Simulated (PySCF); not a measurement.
C₇H₉B, SMILES Bc1ccc(C)cc1 at its GFN2-xTB optimised geometry (Å):

```
17

B     -1.4272    -2.3942    -0.0052
C     -0.6153    -1.0838     0.0000
C     -1.2398     0.1720     0.0020
C     -0.5149     1.3464     0.0018
C      0.8756     1.3235    -0.0001
C      1.6684     2.5929    -0.0258
C      1.5158     0.0878     0.0000
C      0.7878    -1.0838     0.0000
H     -2.5968    -2.3610    -0.0066
H     -0.8767    -3.4268    -0.0098
H     -2.3196     0.2178     0.0043
H     -1.0294     2.2978     0.0037
H      1.9612     2.8248    -1.0508
H      1.0836     3.4268     0.3554
H      2.5763     2.4952     0.5659
H      2.5968     0.0524     0.0008
H      1.3094    -2.0304     0.0013
```

Computed with PBE0/def2-SVP in PySCF.

Map of the electrostatic potential (hartree/e), clipped to [-0.08, 0.12] on the plane z = 1.0 Å:

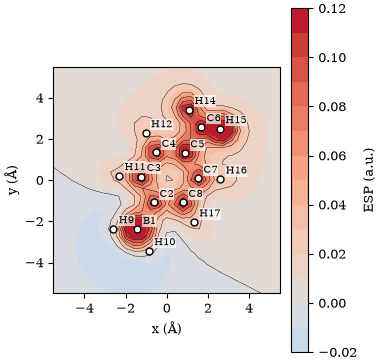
Electrostatic potential (hartree/e), clipped to [-0.08, 0.12] on the plane z = 1.0 Å.
